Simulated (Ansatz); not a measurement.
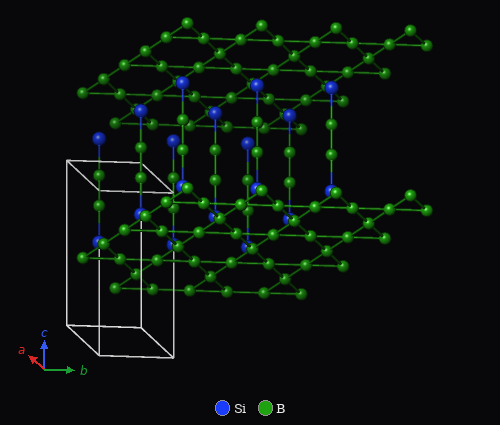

Si₂B₅ (space group P6/mmm, No. 191): the geometry relaxed with Ansatz 0.2.0, DFT PBE, scalar-relativistic, plane waves, PAW; the starting structure was generated, so it need not be a known form of this composition.

Bonds are taken as B–B below 1.9 Å and B–Si below 2.1 Å; no other contact counts. The graph is simplified in the usual way: terminal and isolated atoms are pruned, two-connected atoms become edges.

Q: What kind of net remains, and which atoms are its nodes?

A: A uninodal 4-connected, two-periodic (layers) net: B(3g) is a 4-connected node. Si and B(2e) drop out.

Q: Name the underlying net.

A: It is the kgm net, known from the kagome lattice.

Q: How do the layers lie?

A: The layers lie parallel to (001).

Q: How many nodes does the smallest cycle have?

A: Three.

The simplified net, drawn on the atoms' positions. Nodes are coloured by topological kind. One layer is drawn. Edges to nodes outside the piece are drawn as stubs.

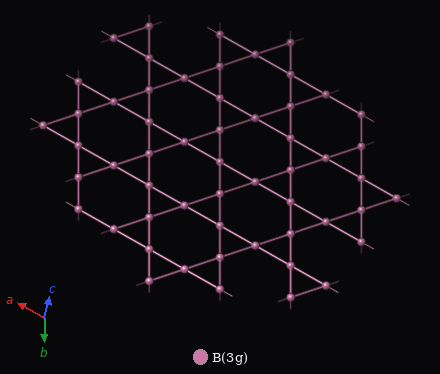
